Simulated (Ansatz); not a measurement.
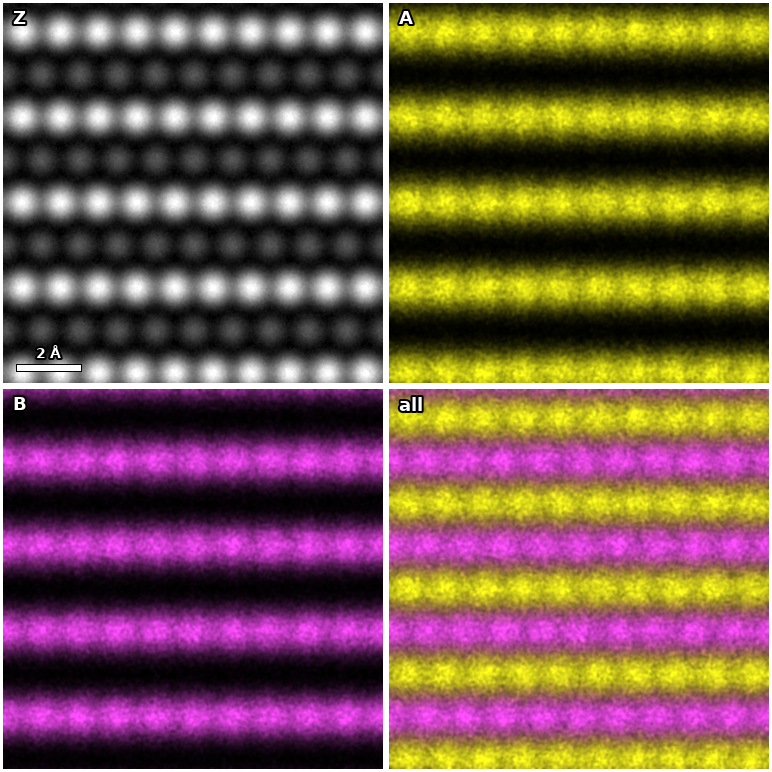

ZnS (F-43m, No. 216) along [210]. Panel Z: Simulation: incoherent imaging, intensity Z^1.8 per atom, probe width 0.83 Å, thin sample. The display is stretched by a gamma of 0.8; percentages refer to the linear signal. Shot noise was added. The other panels are simulated element maps (the number of atoms of one element along the beam, blurred by 1.1 Å, with counting noise; each on its own scale, no channelling); the last overlays them. Structure: a calculation's input that goes back to an entry of the Crystallography Open Database (an earlier step may have relaxed or displaced it).

```cif
data_structure
_symmetry_space_group_name_H-M 'F-43m'
_symmetry_Int_Tables_number 216
_cell_length_a 5.3882
_cell_length_b 5.3882
_cell_length_c 5.3882
_cell_angle_alpha 90.000
_cell_angle_beta 90.000
_cell_angle_gamma 90.000
_cell_volume 156.43
loop_
_atom_site_label
_atom_site_type_symbol
_atom_site_symmetry_multiplicity
_atom_site_Wyckoff_symbol
_atom_site_fract_x
_atom_site_fract_y
_atom_site_fract_z
_atom_site_occupancy
Zn1 Zn 4 c 0.25000 0.75000 0.75000 1
S1 S 4 a 0.00000 0.00000 0.00000 1
```

Question: Which element does each lettered map show?

Answer: A: Zn, B: S. The projected cell (1.20 × 2.69 Å, 90°) holds 2 columns: 1 of Zn and 1 of S. No column is shared by two of the mapped elements.
